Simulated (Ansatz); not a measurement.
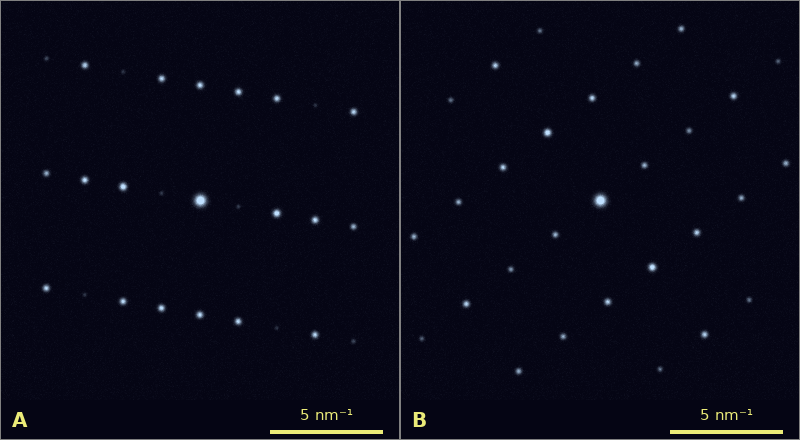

Kinematic electron diffraction patterns (200 kV, B = 0.5 Å², same scale, each along a low-index zone) of two structures of composition BeGa2, each relaxed at zero pressure with Ansatz 0.2.0, DFT PBE, scalar-relativistic, plane waves, PAW.

The structures (standard cells):
1. P6/mmm (No. 191), a = 4.547 Å, c = 2.607 Å (hexagonal axes), 3 atoms; generated start, possibly hypothetical
2. I4_1/amd (No. 141), a = 2.778 Å, c = 22.808 Å, 12 atoms; generated start, possibly hypothetical

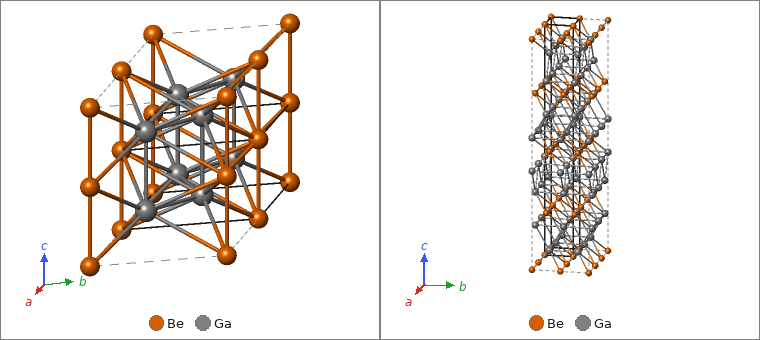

Drawings of the structures 1 to 2, from left to right (each may span several cells).

Question: Which pattern belongs to which structure, and along which zone?

Answer: A is structure 2 along [110] or an equivalent direction: centred rectangular net of 0 0 4 (weak) at d = 5.70 Å and 1 -1 2 at d = 1.94 Å, 80.2° apart (some points of this net are extinct or too weak to see). B is structure 1 along [100] or an equivalent direction: rectangular net of 0 1 0 at d = 3.94 Å and 0 0 1 at d = 2.61 Å, 90.0° apart.

Question: Rank the structures by their computed energy.

Answer: Structure 2 (I4_1/amd, 14.67 Å³ an atom) is the lowest of these; structure 1 (P6/mmm, 15.56 Å³ an atom) lies about 240 meV an atom higher. These are static energies at 0 K; other structures, not shown, may lie lower still.
